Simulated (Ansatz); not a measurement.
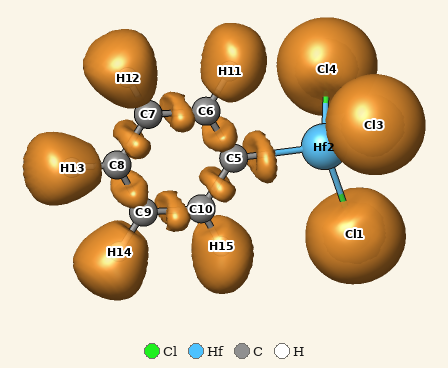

The picture shows: C₆H₅Cl₃Hf. Isosurface of the ELF at 0.8 (orange), seen at a tilt. Only the valence region is drawn (cores and ρ < 0.01 e/Å³ removed).

Geometry: PBE0-D4/def2-TZVP; core potentials replace the inner electrons of Hf.

Level of theory: RKS PBE0-D4/def2-TZVPP in Ansatz 0.2.0.

```yaml
atoms:
  - { symbol: Cl, position_ang: [-0.9125, -3.7442, -1.2799] }
  - { symbol: Hf, position_ang: [-0.0016, -1.7315, -2.0247] }
  - { symbol: Cl, position_ang: [2.2321, -1.9295, -2.6643] }
  - { symbol: Cl, position_ang: [-1.2810, -0.7216, -3.6921] }
  - { symbol: C, position_ang: [-0.0298, -0.3723, -0.3307] }
  - { symbol: C, position_ang: [0.4857, 0.9149, -0.5390] }
  - { symbol: C, position_ang: [0.5093, 1.8547, 0.4793] }
  - { symbol: C, position_ang: [0.0148, 1.5229, 1.7326] }
  - { symbol: C, position_ang: [-0.5009, 0.2556, 1.9653] }
  - { symbol: C, position_ang: [-0.5227, -0.6815, 0.9441] }
  - { symbol: H, position_ang: [0.8798, 1.2007, -1.5123] }
  - { symbol: H, position_ang: [0.9123, 2.8446, 0.2974] }
  - { symbol: H, position_ang: [0.0316, 2.2554, 2.5318] }
  - { symbol: H, position_ang: [-0.8866, -0.0012, 2.9455] }
  - { symbol: H, position_ang: [-0.9303, -1.6670, 1.1470] }
```

### Describe the localisation domains.

At this value the surface marks out six regions between bonded C–C atoms (shared pairs), five regions around hydrogen nuclei, one lobe of the valence shell of C pointing towards Hf and three regions wrapped around Cl (the valence shell of each).

Values along the shortest contacts:
C–C (1.39 Å): the ELF peaks at about 0.95 between the atoms: a covalent bond. C–Hf (2.17 Å): the ELF peaks at about 0.95 in the valence shell of C, 0.7 Å from its nucleus, and is about 0.50 at the midpoint.
